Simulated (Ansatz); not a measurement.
# B2H4S: rotation by 180° about the B1–S2 bond, part 1 of 2

How high is the barrier for the rotation by 180° about the B1–S2 bond? Relax the two ends, then run a nudged elastic band between them. SMILES of the start: BSB.

All numbers below are computed with Ansatz 0.2.0 (RKS CAM-B3LYP-D4/def2-SVP).

## 1. The starting structure

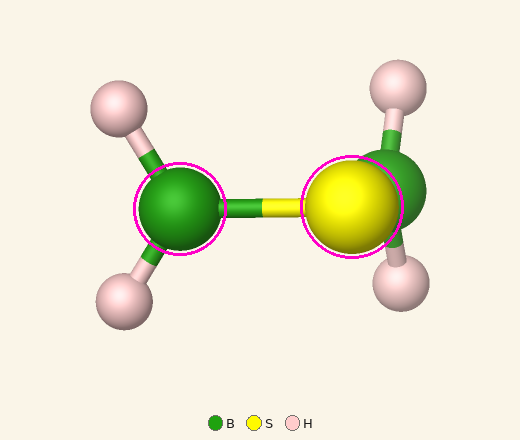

The starting structure, seen from a chosen angle (boron green, sulfur yellow, hydrogen pink). Ringed: B1, S2.

Structure file:

```xyz
7

B    -1.2223   -0.1735   -0.4721
S    -0.4039   -0.7185    1.0769
B     1.1956    0.0687    0.5379
H    -1.2077   -0.8020   -1.4503
H    -1.8079    0.9151   -0.5177
H     1.4762    1.1954    0.8605
H     2.0313   -0.5532   -0.0809
```

## 2. End point A

input.yaml

```yaml
crystal:
  periodic: [false, false, false]
  atoms:
    - { symbol: B, position_ang: [-1.2223, -0.1735, -0.4721] }
    - { symbol: S, position_ang: [-0.4039, -0.7185, 1.0769] }
    - { symbol: B, position_ang: [1.1956, 0.0687, 0.5379] }
    - { symbol: H, position_ang: [-1.2077, -0.802, -1.4503] }
    - { symbol: H, position_ang: [-1.8079, 0.9151, -0.5177] }
    - { symbol: H, position_ang: [1.4762, 1.1954, 0.8605] }
    - { symbol: H, position_ang: [2.0313, -0.5532, -0.0809] }
basis:
  gaussian: { orbitals: def2-SVP }
hamiltonian:
  xc: cam_b3lyp
  dispersion: d4
relax:
  f_tol: 0.015
  max_steps: 40
```

On the command line:

```console
$ ansatz run input.yaml --threads 1 --pin off --max-ram 2048MiB --backend cpu --events-out ev --progress --plain --runs-dir out
```

Output, cut to the lines that bear on the results:

```text
Warning: RAYON_NUM_THREADS=1 ignored (pool sized by the plan → 1); use --threads N
[...]
Functional definition: CAM-B3LYP
[...]
719 factors; integrals over basis functions are off by at most 3.6e-4 eV
239 factors; integrals over basis functions are off by at most 1.3e-6 eV
[...]
mean field -12246.65296072 eV, -450.0561952268 hartree, gradient 2.4e-5 eV, S^2 0.000000; 0 other end points of the search recorded, 0 dependent functions left out
[...]
reference -12246.65307519 eV, -450.0561994337 hartree; 15, 15 occupied and 51, 51 virtual orbitals, 719 factors
relax step   1: F+E_penalty+E_count = -12246.74841084 eV  Δ(F+E_penalty+E_count) = +0.000e0 eV  max|allowed force component| = 1.398e0 eV/Å  Δτ_max = 0.0000 Å  (26 SCF iters, accepted)
[...]
relax step   4: F+E_penalty+E_count = -12247.12938043 eV  Δ(F+E_penalty+E_count) = -1.728e-1 eV  max|allowed force component| = 1.964e0 eV/Å  Δτ_max = 0.1961 Å  (29 SCF iters, accepted)
[...]
relax step   7: F+E_penalty+E_count = -12247.88994833 eV  Δ(F+E_penalty+E_count) = -2.052e-1 eV  max|allowed force component| = 9.338e-1 eV/Å  Δτ_max = 0.2000 Å  (27 SCF iters, accepted)
[...]
relax step  10: F+E_penalty+E_count = -12248.02316311 eV  Δ(F+E_penalty+E_count) = -2.135e-4 eV  max|allowed force component| = 1.481e-1 eV/Å  Δτ_max = 0.0031 Å  (20 SCF iters, accepted)
[...]
relax step  11: F+E_penalty+E_count = -12248.02580904 eV  Δ(F+E_penalty+E_count) = -2.646e-3 eV  max|allowed force component| = 1.313e-1 eV/Å  Δτ_max = 0.0450 Å  (24 SCF iters, accepted)
[...]
relax step  12: F+E_penalty+E_count = -12248.02780027 eV  Δ(F+E_penalty+E_count) = -1.991e-3 eV  max|allowed force component| = 6.279e-3 eV/Å  Δτ_max = 0.0168 Å  (25 SCF iters, accepted)
719 factors; integrals over basis functions are off by at most 3.3e-4 eV
239 factors; integrals over basis functions are off by at most 1.8e-6 eV
[...]
mean field -12247.93344734 eV, -450.1032522424 hartree, gradient 5.0e-5 eV, S^2 0.000000; 1 other end points of the search recorded, 0 dependent functions left out
[...]
reference -12247.93355961 eV, -450.1032563681 hartree; 15, 15 occupied and 51, 51 virtual orbitals, 719 factors
Total energy: -12248.02791253 eV, -450.1067237740 hartree
Atom 0 at    -1.306701    -0.108388    -0.526254 Å, force    -0.006279    -0.001646    -0.002204 eV/Å
Atom 1 at    -0.424347     0.528339     0.907144 Å, force    -0.000433     0.004018     0.004540 eV/Å
Atom 2 at     1.296706     0.123207     0.571245 Å, force     0.004270    -0.000536     0.002806 eV/Å
Atom 3 at    -0.712292    -0.658031    -1.412216 Å, force    -0.001842     0.001163    -0.002634 eV/Å
Atom 4 at    -2.498359     0.044358    -0.544410 Å, force     0.006150    -0.001436     0.000627 eV/Å
Atom 5 at     2.104684     0.450273     1.398215 Å, force    -0.004191    -0.000944    -0.004289 eV/Å
Atom 6 at     1.601609    -0.447758    -0.439423 Å, force     0.002326    -0.000618     0.001154 eV/Å
Dipole moment:     0.030847    -0.038300    -0.064896 e Å
```

Wall time 19 s (1 thread of Arm Neoverse V2, shared host); peak memory 0.13 GiB.

Relaxation path:

| step | energy from step 1 (eV) | largest force component (eV/Å) |
| --- | --- | --- |
| 1 | 0.0000 | 1.3983 |
| 2 | -0.0574 | 0.4897 |
| 3 | -0.2082 | 1.4254 |
| 4 | -0.3810 | 1.9643 |
| 5 | -0.5553 | 1.8240 |
| 6 | -0.9363 | 0.9419 |
| 7 | -1.1415 | 0.9338 |
| 8 | -1.2533 | 0.3041 |
| 9 | -1.2745 | 0.1528 |
| 10 | -1.2748 | 0.1481 |
| 11 | -1.2774 | 0.1313 |
| 12 | -1.2794 | 0.0063 |

Step 1 is the start.

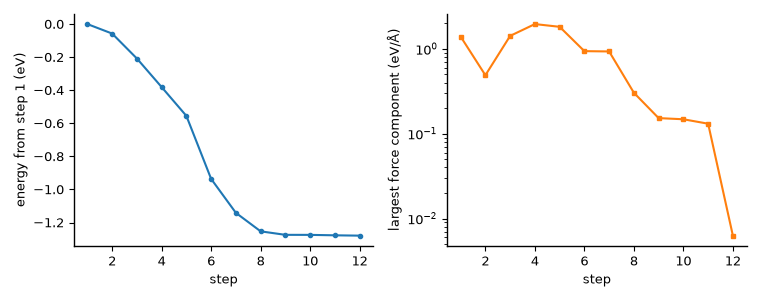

How energy and force went from step to step.

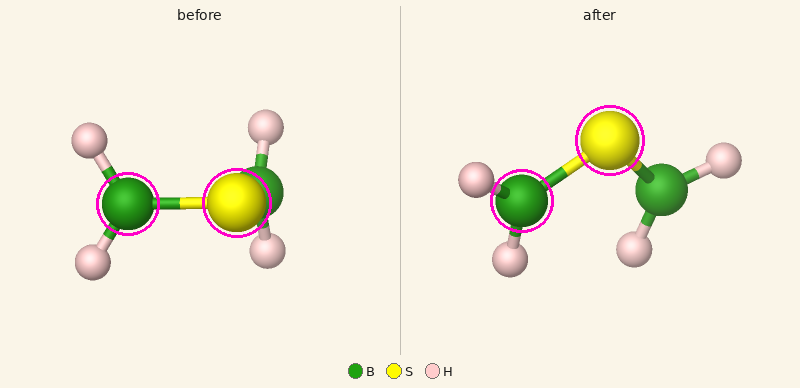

Before and after, at one scale.

After: Bond lengths: B1–S2 1.800 Å, S2–B3 1.800 Å, B1–H4 1.200 Å, B1–H5 1.202 Å, B3–H6 1.202 Å, B3–H7 1.200 Å. Angles: B1–S2–B3 103.9°, S2–B1–H4 120.5°, S2–B1–H5 117.0°, H4–B1–H5 122.6°, S2–B3–H6 117.0°, S2–B3–H7 120.5°, H6–B3–H7 122.6°.

## 3. End point B

The second end starts from a geometry with the move made by hand.

input.yaml

```yaml
crystal:
  periodic: [false, false, false]
  atoms:
    - { symbol: B, position_ang: [-1.2223, -0.1735, -0.4721] }
    - { symbol: S, position_ang: [-0.4039, -0.7185, 1.0769] }
    - { symbol: B, position_ang: [-1.98147, -1.5203, 1.6574] }
    - { symbol: H, position_ang: [-1.2077, -0.802, -1.4503] }
    - { symbol: H, position_ang: [-1.8079, 0.9151, -0.5177] }
    - { symbol: H, position_ang: [-2.20601, -2.68434, 1.44092] }
    - { symbol: H, position_ang: [-2.78588, -0.91924, 2.33543] }
basis:
  gaussian: { orbitals: def2-SVP }
hamiltonian:
  xc: cam_b3lyp
  dispersion: d4
relax:
  f_tol: 0.015
  max_steps: 40
output:
  orbitals: {}
```

On the command line:

```console
$ ansatz run input.yaml --threads 1 --pin off --max-ram 2048MiB --backend cpu --events-out ev --progress --plain --runs-dir out
```

Output, cut to the lines that bear on the results:

```text
Warning: RAYON_NUM_THREADS=1 ignored (pool sized by the plan → 1); use --threads N
[...]
[... 1 set-up line as earlier in the session ...]
[...]
719 factors; integrals over basis functions are off by at most 4.0e-4 eV
239 factors; integrals over basis functions are off by at most 1.3e-6 eV
[...]
mean field -12246.65376913 eV, -450.0562249353 hartree, gradient 2.0e-5 eV, S^2 0.000000; 0 other end points of the search recorded, 0 dependent functions left out
[...]
reference -12246.65388364 eV, -450.0562291436 hartree; 15, 15 occupied and 51, 51 virtual orbitals, 719 factors
relax step   1: F+E_penalty+E_count = -12246.74917793 eV  Δ(F+E_penalty+E_count) = +0.000e0 eV  max|allowed force component| = 1.495e0 eV/Å  Δτ_max = 0.0000 Å  (26 SCF iters, accepted)
[...]
mean field -12247.93341695 eV, -450.1032511253 hartree, gradient 8.3e-6 eV, S^2 0.000000; 1 other end points of the search recorded, 0 dependent functions left out
[...]
reference -12247.93352917 eV, -450.1032552495 hartree; 15, 15 occupied and 51, 51 virtual orbitals, 719 factors
Total energy: -12248.02788753 eV, -450.1067228553 hartree
Atom 0 at    -1.235792    -0.132405    -0.569860 Å, force     0.001244     0.002638     0.009878 eV/Å
Atom 1 at    -0.839156    -1.615077     0.370111 Å, force     0.007448    -0.006615    -0.001225 eV/Å
Atom 2 at    -2.030148    -1.603386     1.719464 Å, force    -0.005773    -0.000880    -0.011342 eV/Å
Atom 3 at    -0.567023     0.093013    -1.541960 Å, force    -0.000753    -0.004475    -0.000989 eV/Å
Atom 4 at    -2.131859     0.585575    -0.221236 Å, force    -0.003394     0.005972    -0.005038 eV/Å
Atom 5 at    -1.974813    -2.511308     2.504072 Å, force     0.004806     0.001337     0.001353 eV/Å
Atom 6 at    -2.836369    -0.719193     1.809959 Å, force    -0.003578     0.002021     0.007364 eV/Å
Dipole moment:    -0.058152     0.054833     0.015094 e Å
```

It took 19 s on 1 thread of Arm Neoverse V2, shared host; peak memory 0.13 GiB.

Step by step:

| step | energy from step 1 (eV) | largest force component (eV/Å) |
| --- | --- | --- |
| 1 | 0.0000 | 1.4948 |
| 2 | -0.0649 | 0.5239 |
| 3 | -0.1968 | 0.5940 |
| 4 | -0.4044 | 0.8787 |
| 5 | -0.6974 | 1.3495 |
| 6 | -0.9701 | 1.0377 |
| 7 | -1.1489 | 0.4087 |
| 8 | -1.2411 | 0.2222 |
| 9 | -1.2725 | 0.1496 |
| 10 | -1.2784 | 0.0586 |
| 11 | -1.2786 | 0.0113 |

Step 1 is the start.

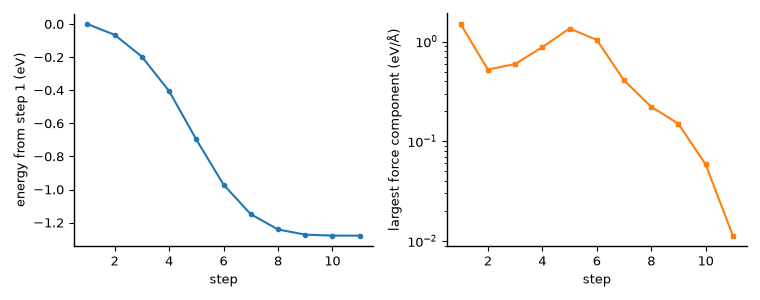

Energy and largest force along the relaxation.

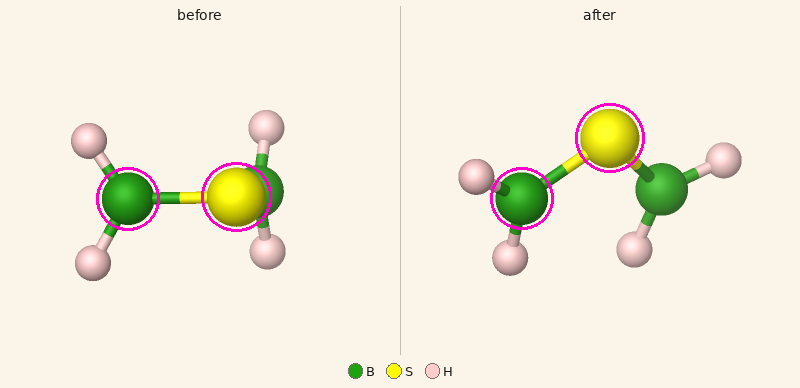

Before and after, at one scale.

After: Bond lengths: B1–S2 1.800 Å, S2–B3 1.800 Å, B1–H4 1.201 Å, B1–H5 1.200 Å, B3–H6 1.201 Å, B3–H7 1.200 Å. Angles: B1–S2–B3 103.9°, S2–B1–H4 117.0°, S2–B1–H5 120.4°, H4–B1–H5 122.6°, S2–B3–H6 117.0°, S2–B3–H7 120.4°, H6–B3–H7 122.6°.

## 4. The band

crystal.atoms is end A as relaxed above, and neb.final_atoms is end B, turned to lie on A. With 7 inner images the band has 9 in all.

input.yaml

```yaml
crystal:
  periodic: [false, false, false]
  atoms:
    - { symbol: B, position_ang: [-1.306701, -0.108388, -0.526254] }
    - { symbol: S, position_ang: [-0.424347, 0.528339, 0.907144] }
    - { symbol: B, position_ang: [1.296706, 0.123207, 0.571245] }
    - { symbol: H, position_ang: [-0.712292, -0.658031, -1.412216] }
    - { symbol: H, position_ang: [-2.498359, 0.044358, -0.54441] }
    - { symbol: H, position_ang: [2.104684, 0.450273, 1.398215] }
    - { symbol: H, position_ang: [1.601609, -0.447758, -0.439423] }
basis:
  gaussian: { orbitals: def2-SVP }
hamiltonian:
  xc: cam_b3lyp
  dispersion: d4
neb:
  order_check: false
  images: 7
  f_tol: 0.03
  max_iterations: 60
  initial_path: idpp
  final_atoms:
    - { symbol: B, position_ang: [-1.30683742, -0.1097978, -0.52567555] }
    - { symbol: S, position_ang: [-0.42591419, 0.52028809, 0.91173459] }
    - { symbol: B, position_ang: [1.29647711, 0.12408639, 0.57152206] }
    - { symbol: H, position_ang: [-2.49952485, 0.03271377, -0.54086772] }
    - { symbol: H, position_ang: [-0.70873746, -0.64663154, -1.41677376] }
    - { symbol: H, position_ang: [2.1050599, 0.45082216, 1.39761627] }
    - { symbol: H, position_ang: [1.60077692, -0.43948107, -0.44325488] }
```

On the command line:

```console
$ ansatz run input.yaml --threads 1 --pin off --max-ram 2048MiB --backend cpu --events-out ev --progress --plain --runs-dir out
```

Output, cut to the lines that bear on the results:

```text
Warning: RAYON_NUM_THREADS=1 ignored (pool sized by the plan → 1); use --threads N
[...]
[... 1 set-up line as earlier in the session ...]
[...]
717 factors; integrals over basis functions are off by at most 4.4e-4 eV
239 factors; integrals over basis functions are off by at most 1.8e-6 eV
[...]
mean field -12247.93346861 eV, -450.1032530239 hartree, gradient 2.8e-5 eV, S^2 0.000000; 0 other end points of the search recorded, 0 dependent functions left out
[...]
reference -12247.93358022 eV, -450.1032571256 hartree; 15, 15 occupied and 51, 51 virtual orbitals, 717 factors
717 factors; integrals over basis functions are off by at most 4.4e-4 eV
239 factors; integrals over basis functions are off by at most 1.7e-6 eV
[...]
mean field -12247.93343834 eV, -450.1032519115 hartree, gradient 2.4e-5 eV, S^2 0.000000; 0 other end points of the search recorded, 0 dependent functions left out
[...]
NEB iter  26: max|band force component| = 2.871e-2 eV/Å  barrier→ = 0.3608 eV  barrier← = 0.3608 eV  CI = image 3  Δτ_max = 0.0000 Å  (324 SCF iters)
Total energy: -12247.66712298 eV, -450.0934650024 hartree
Atom 0 at    -1.034733    -0.505970    -0.386351 Å, force     0.000351    -0.000059     0.000021 eV/Å
Atom 1 at    -0.387479    -0.215509     1.315326 Å, force     0.000301     0.000484    -0.000165 eV/Å
Atom 2 at     1.014319     0.459979     0.481518 Å, force     0.000067    -0.000636     0.000498 eV/Å
Atom 3 at    -0.668941    -1.474978    -0.993279 Å, force    -0.000249     0.000030    -0.000267 eV/Å
Atom 4 at    -1.825496     0.271636    -0.849807 Å, force    -0.000063    -0.000117    -0.000041 eV/Å
Atom 5 at     1.897137     0.966873     1.116901 Å, force    -0.000102     0.000206    -0.000059 eV/Å
Atom 6 at     1.066491     0.429970    -0.730007 Å, force    -0.000305     0.000092     0.000013 eV/Å
Dipole moment:    -0.044561    -0.027601    -0.082172 e Å
this run last wrote the band of iteration 26 to <dir>; this run last wrote the band within `neb.f_tol` of iteration 8 to <dir>
```

It took 4.2 min on 1 thread of Arm Neoverse V2, shared host; peak memory 0.23 GiB.

## 5. Images and barrier

Images 0 and 8 are the ends. Energies count from image 0; the path length is the program's own measure over all atoms.

| image | path (Å) | energy (eV) | dihedral H5–B1–S2–B3 (°) | band force (eV/Å) |
| --- | --- | --- | --- | --- |
| 0 | 0.000 | 0.0000 | -180 | - |
| 1 | 0.619 | 0.0936 | -150 | 0.002 |
| 2 | 1.238 | 0.2759 | -122 | 0.001 |
| 3* | 1.857 | 0.3608 | -99 | 0.001 |
| 4 | 2.521 | 0.2924 | -109 | 0.021 |
| 5 | 3.184 | 0.3558 | -86 | 0.029 |
| 6 | 3.848 | 0.2990 | -61 | 0.013 |
| 7 | 4.512 | 0.1057 | -32 | 0.002 |
| 8 | 5.176 | 0.0000 | 0 | - |

The star marks the climbing image.

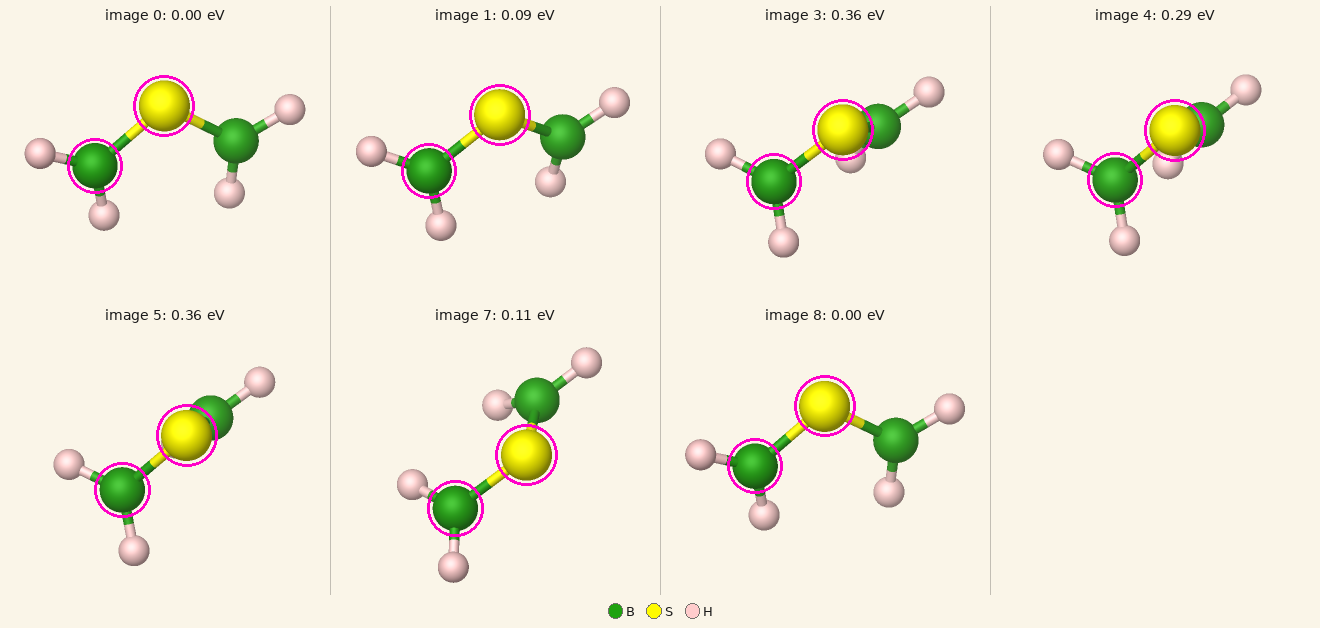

The images of the last band, seen from a free direction. Ringed: B1, S2. Sticks join atoms closer than a bonding distance in each image.

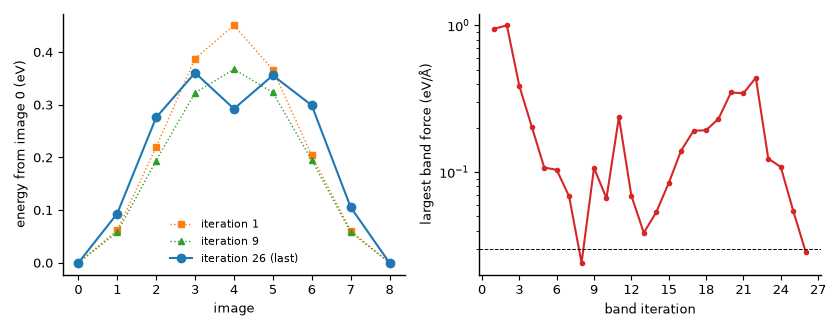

Left: energy of each image for early iterations and the last one (lines only join the points; early values far above the last band run off the scale). Right: the largest band force by iteration, with the threshold dashed.

How the highest energy settled:

| iteration | highest image above image 0 (eV) | largest band force (eV/Å) |
| --- | --- | --- |
| 1 | 0.4508 | 0.950 |
| 3 | 0.3930 | 0.387 |
| 5 | 0.3794 | 0.108 |
| 7 | 0.3730 | 0.068 |
| 9 | 0.3675 | 0.107 |
| 11 | 0.3658 | 0.238 |
| 13 | 0.3627 | 0.039 |
| 15 | 0.3546 | 0.084 |
| 17 | 0.3575 | 0.192 |
| 19 | 0.3608 | 0.231 |
| 21 | 0.3609 | 0.345 |
| 23 | 0.3608 | 0.124 |
| 25 | 0.3608 | 0.055 |
| 26 | 0.3608 | 0.029 |

The band as a trajectory file:

```xyz
7
image=0 dE=0.0000
B    -1.307   -0.108   -0.526
S    -0.424    0.528    0.907
B     1.297    0.123    0.571
H    -0.712   -0.658   -1.412
H    -2.498    0.044   -0.544
H     2.105    0.450    1.398
H     1.602   -0.448   -0.439
7
image=1 dE=0.0936
B    -1.274   -0.252   -0.465
S    -0.450    0.246    1.063
B     1.262    0.225    0.535
H    -0.715   -0.975   -1.243
H    -2.381    0.166   -0.661
H     2.079    0.654    1.303
H     1.540   -0.132   -0.576
7
image=2 dE=0.2759
B    -1.184   -0.394   -0.415
S    -0.426   -0.013    1.201
B     1.167    0.347    0.497
H    -0.707   -1.256   -1.100
H    -2.143    0.237   -0.765
H     1.995    0.838    1.212
H     1.359    0.172   -0.677
7
image=3 dE=0.3608
B    -1.035   -0.506   -0.386
S    -0.387   -0.216    1.315
B     1.014    0.460    0.482
H    -0.669   -1.475   -0.993
H    -1.825    0.272   -0.850
H     1.897    0.967    1.117
H     1.066    0.430   -0.730
7
image=4 dE=0.2924
B    -0.758   -0.430   -0.406
S    -0.433   -0.309    1.450
B     0.827    0.443    0.543
H    -0.396   -1.398   -1.013
H    -1.659    0.263   -0.822
H     1.751    1.115    0.905
H     0.730    0.248   -0.703
7
image=5 dE=0.3558
B    -0.871   -0.664   -0.400
S    -0.346   -0.352    1.343
B     0.860    0.618    0.503
H    -0.501   -1.669   -0.947
H    -1.615    0.109   -0.937
H     1.738    1.176    1.102
H     0.796    0.714   -0.710
7
image=6 dE=0.2990
B    -0.870   -0.859   -0.450
S    -0.206   -0.451    1.204
B     0.847    0.813    0.535
H    -0.699   -1.964   -0.886
H    -1.450   -0.013   -1.073
H     1.674    1.300    1.255
H     0.765    1.107   -0.630
7
image=7 dE=0.1057
B    -0.801   -0.998   -0.523
S    -0.001   -0.587    1.045
B     0.795    0.952    0.593
H    -0.921   -2.159   -0.800
H    -1.186   -0.123   -1.248
H     1.558    1.431    1.386
H     0.617    1.416   -0.499
7
image=8 dE=0.0000
B    -1.308   -0.122   -0.520
S    -0.428    0.513    0.915
B     1.297    0.136    0.566
H    -2.502    0.007   -0.530
H    -0.708   -0.650   -1.416
H     2.106    0.469    1.390
H     1.603   -0.421   -0.452
```

(Continued in part 2 of 2.)
